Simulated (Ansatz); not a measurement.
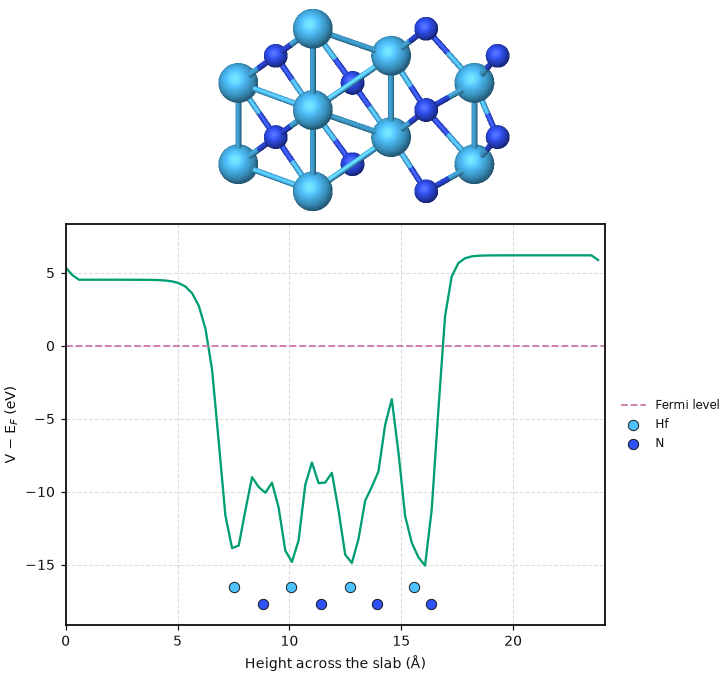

Plane-averaged electrostatic potential energy of an electron across the slab; circles at the bottom mark the heights of the atoms (positions after relaxation). The structure is drawn too.

The Ansatz input:

```
crystal:
  lattice:
    - [3.1830776066, 0.0, 0.0]
    - [-1.5915388033, 2.7566260695, 0.0]
    - [0.0, 0.0, 24.096401939]
  atoms:
    - { symbol: Hf, position: [0.3333333333, 0.6666666667, 0.3112497882] }
    - { symbol: "N", position: [0.6666666667, 0.3333333333, 0.3651784201] }
    - { symbol: Hf, position: [0.0, 0.0, 0.4191070521] }
    - { symbol: "N", position: [0.3333333333, 0.6666666667, 0.473035684] }
    - { symbol: Hf, position: [0.6666666667, 0.3333333333, 0.526964316] }
    - { symbol: "N", position: [0.0, 0.0, 0.5808929479] }
    - { symbol: Hf, position: [0.3333333333, 0.6666666667, 0.6348215799] }
    - { symbol: "N", position: [0.6666666667, 0.3333333333, 0.6887502118] }
basis:
  ecutwfc: 420
kpoints:
  mp_grid: { grid: [12, 12, 1] }
hamiltonian:
  xc: pbesol
scf:
  occupations: { method: gaussian, width: 0.1 }
output:
  forces: true
  eigenvalues: true
  write_density: true
  write_potential: true
  elf: true
  volumetric_format: npy
relax:
  adjacent_minimum: "off"
  f_tol: 0.02
  max_steps: 60
efield:
  axis: 3
  dipole_correction: true
  ramp_width: 0.04
```

Command:
```bash
ansatz run input.yaml --threads 2 --pin off --max-ram 5632MiB --backend cpu --events-out ev --progress --plain --runs-dir out
```

Question: Read off the work function of each face.

Answer: The work function is 6.20 eV at the right face and 4.52 eV at the left.

Question: Do the two faces differ, and what does that say about the slab's dipole?

Answer: The vacuum level is 1.67 eV higher at the right than at the left, so the slab carries a dipole along its normal; the ramp in the vacuum, at or near the edge of the plot, is the dipole correction that keeps each side flat.

Question: How thick are slab and vacuum?

Answer: The outermost atoms are 8.8 Å apart, which leaves 15.3 Å of vacuum in a cell 24.1 Å high.

Spin-orbit coupling is left out, which matters for Hf.
